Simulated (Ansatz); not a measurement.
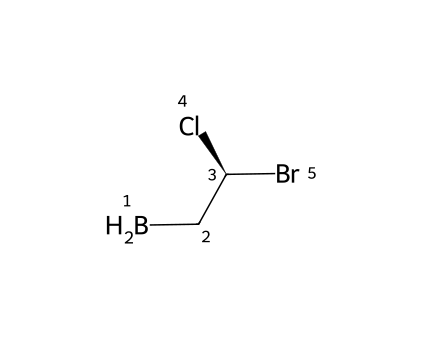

A structural formula, with wedges where it has stereocentres; small numbers name the atoms. The configuration is that of a computed structure (PBE0-D4/def2-TZVP).

Question: Assign CIP descriptors.

Answer: C3: S.
